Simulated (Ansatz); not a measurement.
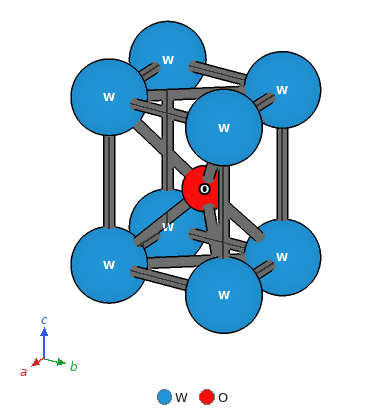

Ball-and-stick representation of a periodic structure, projected slightly off an axis. Lines trace the edges of the simulation cell.

Method used: DFT, PAW plane waves, r2SCAN in Ansatz. It ran with an energy cutoff of 500 eV, k-grid 12×12×11, Fermi-Dirac smearing of 0.1 eV, no spin polarisation. The pressure of the cell is 25 GPa.

Q: How charged are the atoms, by the Bader scheme?

A: W +1.28 e; O -1.28 e.

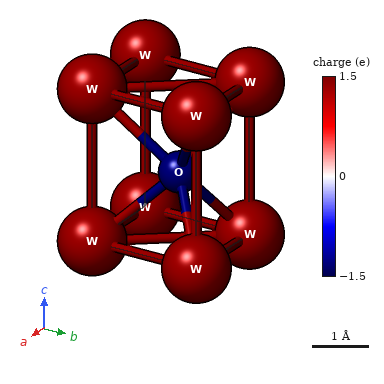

The atoms coloured by those charges.

The structure comes from a generated cell, made by putting these elements into a known structure type (the compound may or may not exist in this form). The atoms were relaxed in a fixed cell with DFT, PAW plane waves, r2SCAN in Ansatz.

At this level of theory the cell isn't at rest (compressed, at 25 GPa), so its distances can differ from those at equilibrium, the more so the softer the solid.
